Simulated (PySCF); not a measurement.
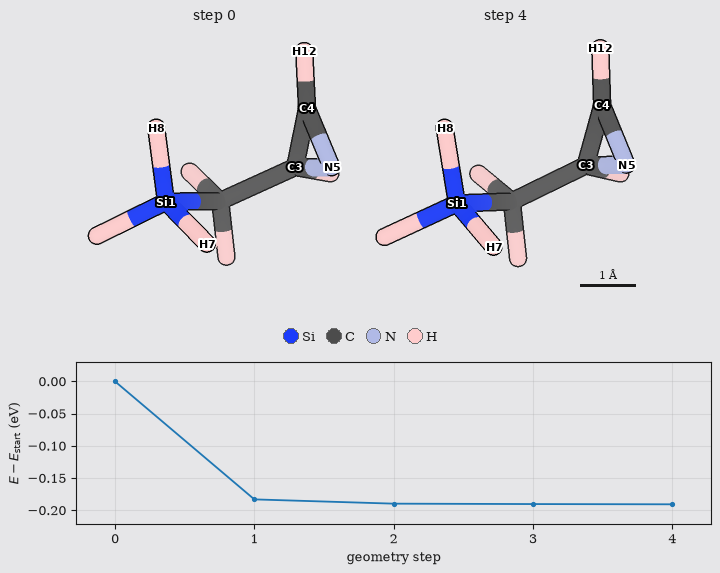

First and last geometry of a relaxation of C$_{3}$H$_{7}$NSi, with the history of the run. Style: stick. Shown from a free direction.

The start comes from GFN2-xTB. Its atoms were then displaced at random by about 0.01 Å.

Level of theory: PBE0-D3(BJ)/def2-SVP geometry optimisation, gas phase (PySCF). 

> Read the history and describe the run.

It converged. The energy falls by 0.191 eV in 4 geometry steps. An H atom moves most after the best rigid fit: 0.11 Å. Largest moves by element: H 0.11 Å, C 0.10 Å, N 0.09 Å, Si 0.04 Å. Near-neighbour distances that change, for instance: H–Si 1.439 → 1.495 Å, C–Si 1.929 → 1.893 Å, C–H 1.068 → 1.099 Å, C–N 1.496 → 1.522 Å. Bond angles that change, for instance: N–C–H 143.3° → 138.7°, C–C–H 148.9° → 153.2°, C–C–C 119.7° → 123.8°. Cost: 20 s on 1 thread of Arm Neoverse V1, on a shared host.
